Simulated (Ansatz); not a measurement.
# CH9N2Si (charge +1): what the fields show

Input file:

```
crystal:
  periodic: [false, false, false]
  atoms:
    - {symbol: C, position_ang: [-0.890843, 0.988193, 1.739839]}
    - {symbol: "N", position_ang: [0.044789, 3.478191, 0.300284]}
    - {symbol: N, position_ang: [-2.160893, 1.872475, -0.819510]}
    - {symbol: Si, position_ang: [-0.424337, 1.849788, 0.158048]}
    - {symbol: H, position_ang: [-1.384181, 0.013366, 1.551608]}
    - {symbol: H, position_ang: [0.025140, 0.790385, 2.333269]}
    - {symbol: H, position_ang: [-1.565298, 1.612000, 2.361742]}
    - {symbol: H, position_ang: [0.362543, 1.116970, -0.865848]}
    - {symbol: H, position_ang: [0.672816, 3.942548, -0.361526]}
    - {symbol: H, position_ang: [-0.110380, 4.039314, 1.142380]}
    - {symbol: H, position_ang: [-2.915110, 2.320064, -0.267463]}
    - {symbol: H, position_ang: [-2.085413, 2.414283, -1.699597]}
    - {symbol: H, position_ang: [-2.499491, 0.927340, -1.079146]}
basis:
  gaussian:
    orbitals: def2-TZVPD
total_charge: 1
hamiltonian:
  xc: pbe0
output: {forces: true, orbitals: {seedname: orbitals}}
```

Run with:

```sh
ansatz run input.yaml --threads 2 --pin off --max-ram 4350MiB --events-out events.jsonl --progress --plain --runs-dir runs
```

Geometry: BLYP-D3(BJ)/def2-SVP.

These are results of isolated molecule in a Gaussian basis; Kohn-Sham density functional theory, functional PBE0 (Ansatz 0.2.0), not measurements.

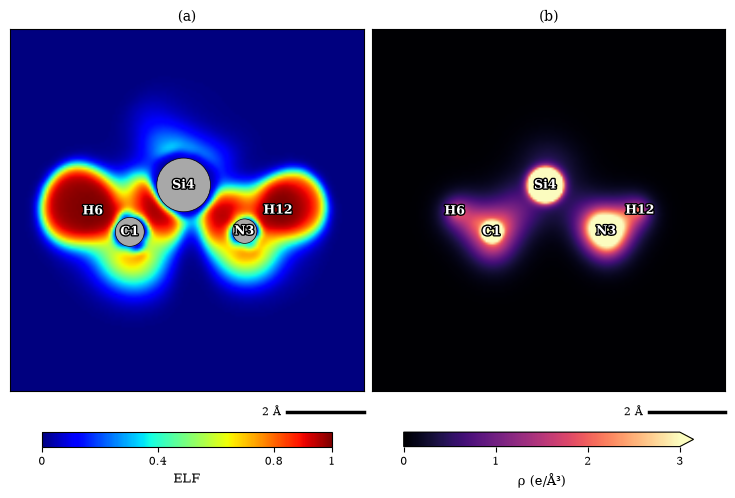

Figure 1. (a) electron localisation function; (b) total electron density on the plane of atoms C1, Si4 and N3. Grey discs cover the atomic cores in the ELF map.

**Interpret the plot.**

The section cuts through C, N, Si and H sites. C–Si (1.86 Å): ρ is about 1 e/Å³ halfway; the ELF peaks at about 0.95 between the atoms, as expected for a covalent bond. N–H (1.04 Å): ρ at the midpoint is about 2.8 e/Å³; the ELF climbs to about 1 towards the hydrogen, as it does in any bond to H: an ordinary covalent bond to hydrogen. C–H (1.11 Å): the density is about 1.9 e/Å³ at the midpoint; the ELF climbs to about 1 towards the hydrogen: a covalent bond by its length.

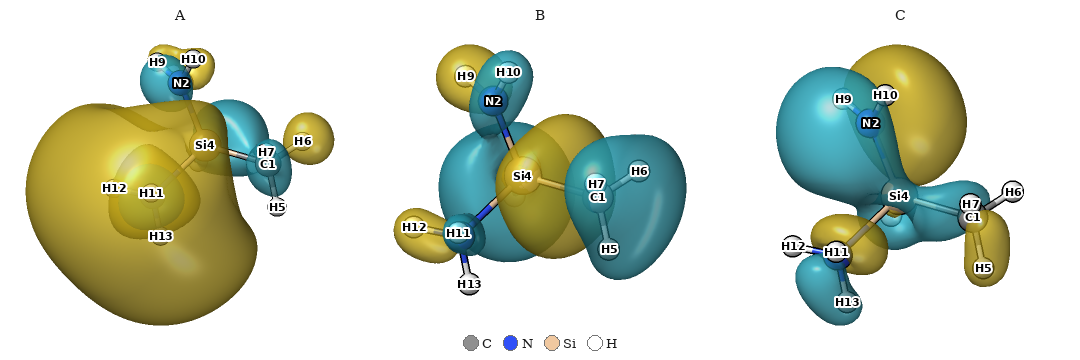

Figure 2. Three frontier orbitals at ±0.05 Å⁻³ᐟ² (yellow and cyan are the two phases), in no order.

**Order the three orbitals by energy and name them.**

B is the HOMO−1 (−14.17 eV). By Hirshfeld shares it lies mainly on C1 (about 35 %), Si4 (about 30 %) and H8 (about 15 %). C is the HOMO (−12.51 eV). By Hirshfeld shares it lies mainly on N2 (about 70 %); largely a lone pair of N2. A is the LUMO (−4.72 eV). By Hirshfeld shares it lies mainly on H13 (about 20 %), H11 (about 20 %), H12 (about 20 %), N3 (about 15 %) and Si4 (about 15 %).

**What is the HOMO–LUMO gap?**

7.79 eV between the orbital energies.
